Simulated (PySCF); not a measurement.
# C4H6F2S2: runs on many settings, part 2 of 2

PySCF 2.14.0. Atoms count from 0. Earlier steps stand in the parts before.

## 6. J couplings: PW91/pcSseg-0

The job: settings as JSON, then the geometry in Å.

```
{"job": {"kind": "j", "xc": "PW91", "basis": "pcSseg-0", "scf": {"guess": "huckel"}}, "charge": 0, "multiplicity": 1}
F      0.388645    -1.757331    -0.866066
C     -0.107106    -1.349927     0.347042
C     -1.216515    -0.330369     0.133873
C     -0.764960     0.862838    -0.699409
F     -1.848995     1.609932    -1.041722
S      0.402829     1.945357     0.224177
C      1.715703     0.703827     0.357130
S      1.256450    -0.720789     1.385144
H     -0.478640    -2.243396     0.858969
H     -2.040420    -0.813019    -0.400255
H     -1.580253     0.013561     1.103774
H     -0.279438     0.549339    -1.632779
H      1.990349     0.347483    -0.634517
H      2.561672     1.182023     0.842473
```

Method: PW91/pcSseg-0 indirect spin-spin coupling, non-relativistic, gas phase.

Log:

```text
final grid: 123768 points
cycle   1  E = -1128.8559133834  dE =  1.786e+01  |g| = 8.794e+00  |ddm| = 1.695e+01
cycle   2  E = -1096.1706562230  dE =  3.269e+01  |g| = 8.691e+00  |ddm| = 3.545e+01
cycle   3  E = -1112.4790138818  dE = -1.631e+01  |g| = 8.028e+00  |ddm| = 4.684e+01
cycle   4  E = -1137.0448270480  dE = -2.457e+01  |g| = 5.625e+00  |ddm| = 3.900e+01
cycle   5  E = -1141.9270712568  dE = -4.882e+00  |g| = 4.486e+00  |ddm| = 1.533e+01
cycle   6  E = -1149.3920791138  dE = -7.465e+00  |g| = 1.804e+00  |ddm| = 1.003e+01
cycle   7  E = -1149.8515796439  dE = -4.595e-01  |g| = 1.490e+00  |ddm| = 4.047e+00
cycle   8  E = -1150.1832415645  dE = -3.317e-01  |g| = 4.978e-01  |ddm| = 1.380e+00
cycle   9  E = -1150.2237704067  dE = -4.053e-02  |g| = 2.404e-01  |ddm| = 6.577e-01
cycle  10  E = -1150.2324435838  dE = -8.673e-03  |g| = 1.189e-01  |ddm| = 4.042e-01
cycle  11  E = -1150.2358942141  dE = -3.451e-03  |g| = 4.467e-02  |ddm| = 1.841e-01
cycle  12  E = -1150.2363498775  dE = -4.557e-04  |g| = 2.238e-02  |ddm| = 8.261e-02
cycle  13  E = -1150.2364648370  dE = -1.150e-04  |g| = 3.801e-03  |ddm| = 4.352e-02
cycle  14  E = -1150.2364685712  dE = -3.734e-06  |g| = 1.182e-03  |ddm| = 9.051e-03
cycle  15  E = -1150.2364687926  dE = -2.214e-07  |g| = 7.784e-04  |ddm| = 3.432e-03
cycle  16  E = -1150.2364689595  dE = -1.670e-07  |g| = 1.142e-04  |ddm| = 1.440e-03
cycle  17  E = -1150.2364689595  dE =  8.276e-11  |g| = 1.251e-04  |ddm| = 3.809e-04
cycle  18  E = -1150.2364689632  dE = -3.737e-09  |g| = 8.101e-06  |ddm| = 1.842e-04
cycle  19  E = -1150.2364689632  dE =  2.410e-11  |g| = 1.162e-05  |ddm| = 3.576e-05
converged SCF energy = -1150.2364689632

Indirect spin-spin couplings (Hz)
  i      j    bonds     total        FC       PSO       DSO        SD
  0 F    1 C    1   -415.962  -439.926     7.435     1.235    15.294
  0 F    2 C    2     42.976    43.477    -2.152     0.177     1.475
  0 F    3 C    3      7.768     9.293    -1.929     0.305     0.099
  0 F    4 F    4     -0.349     2.005    -1.931    -0.551     0.128
  0 F    5 S    4      2.223     1.977     0.314    -0.025    -0.043
  0 F    6 C    3      1.168     1.472    -0.605     0.175     0.125
  0 F    7 S    2     28.250    12.466     7.017     0.016     8.751
  0 F    8 H    2     58.219    54.985     6.678    -0.236    -3.210
  0 F    9 H    3      3.079     0.600     2.429     0.318    -0.268
  0 F   10 H    3     24.748    26.332     0.074    -1.583    -0.075
  0 F   11 H    4      1.433     1.018    -1.359     1.911    -0.138
  0 F   12 H    4      3.211     2.320    -0.604     1.706    -0.212
  0 F   13 H    4      0.775     1.701     0.369    -1.032    -0.263
  1 C    2 C    1     72.989    73.584    -0.943     0.349         -
  1 C    3 C    2     -3.302    -3.366    -0.059     0.123         -
  1 C    4 F    3     18.597    16.278     1.425    -0.159     1.054
  1 C    5 S    3     -0.644    -0.613    -0.038     0.007         -
  1 C    6 C    2     -2.070    -2.098    -0.045     0.072         -
  1 C    7 S    1    -37.074   -35.549    -1.592     0.066         -
  1 C    8 H    1    177.856   176.207     0.155     1.494         -
  1 C    9 H    2     -6.171    -6.379    -0.010     0.218         -
  1 C   10 H    2     -2.873    -3.144    -0.004     0.275         -
  1 C   11 H    3      2.064     1.877    -0.082     0.269         -
  1 C   12 H    3      3.822     3.685    -0.095     0.232         -
  1 C   13 H    3      7.600     7.912     0.051    -0.363         -
  2 C    3 C    1     75.333    76.144    -1.166     0.356         -
  2 C    4 F    2     43.978    45.242    -2.356     0.158     0.933
  2 C    5 S    2      1.664     1.740    -0.089     0.013         -
  2 C    6 C    3      2.882     2.875    -0.036     0.043         -
  2 C    7 S    2      0.317     0.490    -0.185     0.012         -
  2 C    8 H    2     -2.126    -2.235     0.011     0.098         -
  2 C    9 H    1    136.976   134.428     1.301     1.248         -
  2 C   10 H    1    137.705   135.235     1.194     1.275         -
  2 C   11 H    2      0.346     0.218    -0.032     0.161         -
  2 C   12 H    4      0.335     0.296     0.021     0.018         -
  2 C   13 H    4     -0.932    -0.688     0.078    -0.322         -
  3 C    4 F    1   -420.427  -444.218     7.642     1.221    14.928
  3 C    5 S    1    -31.253   -32.077     0.756     0.068         -
  3 C    6 C    2     -0.424    -0.385    -0.139     0.099         -
  3 C    7 S    3      0.196     0.312    -0.126     0.010         -
  3 C    8 H    3      7.105     7.190     0.168    -0.253         -
  3 C    9 H    2     -6.697    -6.948     0.005     0.246         -
  3 C   10 H    2     -9.194    -9.342    -0.106     0.253         -
  3 C   11 H    1    168.392   166.680     0.094     1.618         -
  3 C   12 H    3      3.168     2.836    -0.079     0.411         -
  3 C   13 H    3      9.251     9.439     0.123    -0.311         -
  4 F    5 S    2     55.980    48.149     2.351     0.019     5.461
  4 F    6 C    3      7.723     8.023    -0.453    -0.258     0.412
  4 F    7 S    4      0.330     0.908    -0.486    -0.068    -0.024
  4 F    8 H    4      2.578     2.461     1.060    -1.094     0.150
  4 F    9 H    3     13.510    11.581     1.785     0.584    -0.440
  4 F   10 H    3      2.288     1.130     1.189     0.177    -0.207
  4 F   11 H    2     54.744    51.561     6.720    -0.138    -3.399
  4 F   12 H    4     -1.431    -1.363     0.617    -0.727     0.042
  4 F   13 H    4      4.403     5.019     0.612    -1.428     0.199
  5 S    6 C    1    -33.609   -33.628    -0.038     0.057         -
  5 S    9 H    3      0.471     0.681    -0.110    -0.100         -
  5 S   10 H    3      0.985     0.957    -0.025     0.054         -
  5 S   11 H    2      2.090     2.297    -0.228     0.021         -
  5 S   12 H    2      0.580     0.667    -0.093     0.006         -
  5 S   13 H    2      6.903     6.763     0.136     0.004         -
  6 C    7 S    1    -35.286   -35.272    -0.070     0.057         -
  6 C    8 H    3      5.972     6.271     0.105    -0.403         -
  6 C    9 H    4      0.855     1.008     0.138    -0.291         -
  6 C   10 H    4     -0.176    -0.198     0.050    -0.029         -
  6 C   11 H    3      1.004     0.800    -0.123     0.326         -
  6 C   12 H    1    159.500   157.411     0.821     1.268         -
  6 C   13 H    1    164.373   162.408     0.782     1.183         -
  7 S    8 H    2     10.226    10.530    -0.320     0.016         -
  7 S    9 H    3      1.274     1.425    -0.052    -0.099         -
  7 S   10 H    3      0.199     0.128     0.024     0.047         -
  7 S   11 H    4      0.311     0.285     0.045    -0.019         -
  7 S   12 H    2      0.614     0.718    -0.114     0.010         -
  7 S   13 H    2      7.449     7.300     0.144     0.005         -
  8 H    9 H    3      3.988     3.626    -0.052     0.414         -
  8 H   10 H    3      1.083     0.752     0.062     0.269         -
  8 H   11 H    4     -1.193    -0.454     0.620    -1.360         -
  8 H   12 H    4     -1.483    -0.495     0.503    -1.491         -
  8 H   13 H    4     -0.536     0.781     0.598    -1.915         -
  9 H   10 H    2    -12.041   -11.704     0.916    -1.253         -
  9 H   11 H    3      1.370     1.105     0.080     0.186         -
  9 H   12 H    5     -0.636    -0.103     0.423    -0.957         -
  9 H   13 H    5     -0.486     0.601     0.629    -1.716         -
 10 H   11 H    3      5.535     6.730     1.010    -2.206         -
 10 H   12 H    5     -0.822    -0.101     0.448    -1.169         -
 10 H   13 H    5     -0.400     0.396     0.330    -1.127         -
 11 H   12 H    4      1.847     0.036    -0.939     2.750         -
 11 H   13 H    4     -1.083    -0.396     0.371    -1.058         -
 12 H   13 H    2    -11.368   -10.868     0.955    -1.455         -
```

It took 31 s on 1 thread of Arm Neoverse N1, shared host; peak memory 0.49 GiB.

The basis is not made for couplings: without tight functions at the nuclei these values are rough.

Couplings of 1 Hz or more over one to four bonds, nine at most for each number, with means over like pairs (isotopes 13C, 19F, 1H, 33S):

| pair | bonds | J (Hz) | Fermi contact (Hz) |
| --- | --- | --- | --- |
| F0–C1 | 1 | -418.2 | -442.1 |
| C1–H8 | 1 | 173.1 | 171.4 |
| C6–H12 | 1 | 161.9 | 159.9 |
| C2–H9 | 1 | 137.3 | 134.8 |
| C1–C2 | 1 | 74.2 | 74.9 |
| S5–C6 | 1 | -34.4 | -34.5 |
| C1–S7 | 1 | -34.2 | -33.8 |
| F0–H8 | 2 | 56.5 | 53.3 |
| F0–C2 | 2 | 43.5 | 44.4 |
| F0–S7 | 2 | 42.1 | 30.3 |
| H9–H10 | 2 | -12.0 | -11.7 |
| H12–H13 | 2 | -11.4 | -10.9 |
| C1–H9 | 2 | -7.7 | -7.9 |
| S5–H11 | 2 | 6.2 | 6.4 |
| C1–H10 | 2 | -4.8 | -5.0 |
| S5–H12 | 2 | 4.0 | 4.0 |
| F0–H10 | 3 | 19.1 | 19.0 |
| F0–C3 | 3 | 13.2 | 12.8 |
| C1–H12 | 3 | 6.5 | 6.6 |
| C1–H13 | 3 | 5.4 | 5.4 |
| H8–H9 | 3 | 4.8 | 5.2 |
| C1–H11 | 3 | 4.6 | 4.5 |
| F0–C6 | 3 | 4.4 | 4.7 |
| C6–H8 | 3 | 3.5 | 3.5 |
| C2–C6 | 3 | 2.9 | 2.9 |
| F0–H12 | 4 | 3.8 | 3.7 |
| F0–H11 | 4 | 2.0 | 1.7 |
| H8–H12 | 4 | -1.3 | -0.4 |
| F0–S5 | 4 | 1.3 | 1.4 |
| H8–H11 | 4 | -1.2 | -0.5 |

Where two rows join the same classes of atoms, they are different kinds of pair (such as cis and trans), each a mean over its own pairs alone.

Means hide unlike values in this fixed geometry: F0–S7 from 28.2 to 56.0 Hz; S5–H11 from 2.1 to 10.2 Hz; S5–H12 from 0.6 to 7.4 Hz. They hold only if the pairs exchange fast.

The spin-dipole term was solved for some atoms only; pairs without it lack that part.

The response was solved for the nuclei of C, F, H alone, so couplings that need other nuclei can be missing.

Quadrupole couplings from the field gradients of the same density:

| atom | isotope | eQq/h (MHz) | η |
| --- | --- | --- | --- |
| S5 | 33S | 51.1 | 0.39 |
| S7 | 33S | 48.5 | 0.46 |

Joined with the shifts from before (WP04/ANO-RCC-VDZP, unscaled), the couplings predict the line list below for 600 MHz.

1H NMR δ 6.11 (m, 2H), 4.14 (dd, J = 3.8, 1.3 Hz, 2H), 2.71 (m, 2H). The letters are first-order; like nuclei with unlike couplings give more lines.

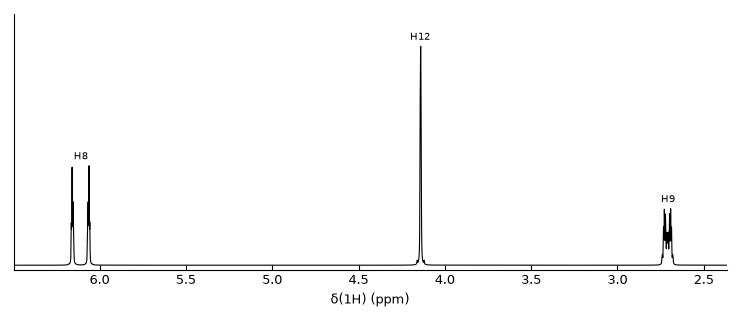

Simulated proton spectrum at 600 MHz, by exact diagonalisation of each spin system; lines 1.2 Hz wide, exchangeable protons uncoupled.

## 7. Comparing the runs: NMR shifts

Isotropic shieldings (ppm) of some atoms, chosen among heavy atoms and hydrogens apart, means over like atoms, with basis size and wall time:

| run | C1 | C6 | C2 | H8 | H12 | F0 | S5 | functions | time |
| --- | --- | --- | --- | --- | --- | --- | --- | --- | --- |
| WP04/ANO-RCC-VDZP | 75.5 | 133.4 | 135.6 | 25.97 | 27.93 | 369.9 | 408 | 150 | 70 s |
| PBE0/aug-cc-pVDZ in dichloromethane | 99.9 | 156.6 | 152.7 | 25.19 | 27.23 | 371.5 | 472 | 246 | 90 s |

## 8. Comparing the runs: electronic excitations

Excitations and ground-state properties, with basis size and wall time:

| run | lowest singlet (eV) | brightest (eV) | f | gap (eV) | α (Å³) | μ (D) | functions | time |
| --- | --- | --- | --- | --- | --- | --- | --- | --- |
| PBE0/ANO-RCC-VDZP | 4.97 | 6.81 | 0.058 | 6.48 | 11.49 | 1.29 | 150 | 50 s |
| PBE0/def2-SVPD | 5.06 | 6.87 | 0.071 | 6.51 | 12.87 | 1.30 | 228 | 94 s |

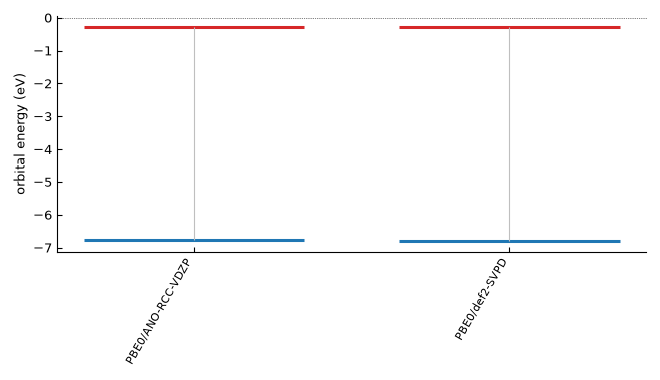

HOMO (blue) and LUMO (red) run by run.

## 9. Summary of results

What follows sums up all 2 parts.

```
                                                                     quantity                                            value
  13C shifts against TMS (WP04/ANO-RCC-VDZP, means over atoms taken as alike)                            104.3, 46.4, 44.2 ppm
   1H shifts against TMS (WP04/ANO-RCC-VDZP, means over atoms taken as alike)                             6.11, 4.14, 2.71 ppm
19F shifts against CFCl3 (WP04/ANO-RCC-VDZP, means over atoms taken as alike)                                       -185.7 ppm
      shieldings of S (WP04/ANO-RCC-VDZP, a mean where the table joins atoms)                                     S5 407.5 ppm
                                           lowest singlet (PBE0/ANO-RCC-VDZP)                      4.97 eV (249 nm), f = 0.006
                                     brightest single state of those computed                      state 8, 6.81 eV, f = 0.058
                                                               lowest triplet                                          4.42 eV
                                largest coupling of the table (PW91/pcSseg-0)  1J(F,C) F0–C1, -418.2 Hz (mean over like pairs)
                           range of the shielding of S5 (with its like atoms)                                   408 to 472 ppm
                                                  range of the lowest singlet                                  4.97 to 5.06 eV
```

What this shows: Single values in the summary come from the first sound run of each kind (WP04/ANO-RCC-VDZP; PBE0/ANO-RCC-VDZP; PW91/pcSseg-0), which need not be the best level. At WP04/ANO-RCC-VDZP: The largest span, 322 ppm, is at S5, S7, where the paramagnetic term is -660 ppm. The first singlet state (HOMO→LUMO 0.89) lies at 4.97 eV and is weak; of the 12 states computed, the strongest absorption comes from state 8 at 6.81 eV. The lowest triplet lies 0.55 eV below the lowest singlet (triplets in Tamm-Dancoff, singlets in full TDDFT). At PBE0/ANO-RCC-VDZP, states above −ε(HOMO) (6.75 eV) lie where TDDFT describes them poorly and they hang on the basis; the brightest is among them. The basis of PBE0/ANO-RCC-VDZP has no diffuse functions, so Rydberg states are missing and the high states are unreliable. Couplings across rotatable bonds belong to this one conformer; where others are populated, the observed values are averages. Density functionals describe couplings to fluorine poorly, F–F couplings above all, so those rows are rough. In ppm, S5 (with its like atoms) moves most: its shielding spreads over 64 ppm, from 408 (WP04/ANO-RCC-VDZP) to 472 (PBE0/aug-cc-pVDZ in dichloromethane). The lowest singlet runs from 4.97 eV (PBE0/ANO-RCC-VDZP) to 5.06 eV (PBE0/def2-SVPD), while the orbital gap spans 6.48 to 6.51 eV. Some runs use the Tamm-Dancoff approximation and others full TDDFT, which shifts states apart from functional and basis. The lowest state need not be the same one in every run. The runs solved for a few states only, so the brightest column depends on that window. Couplings from bases without tight functions are rough.
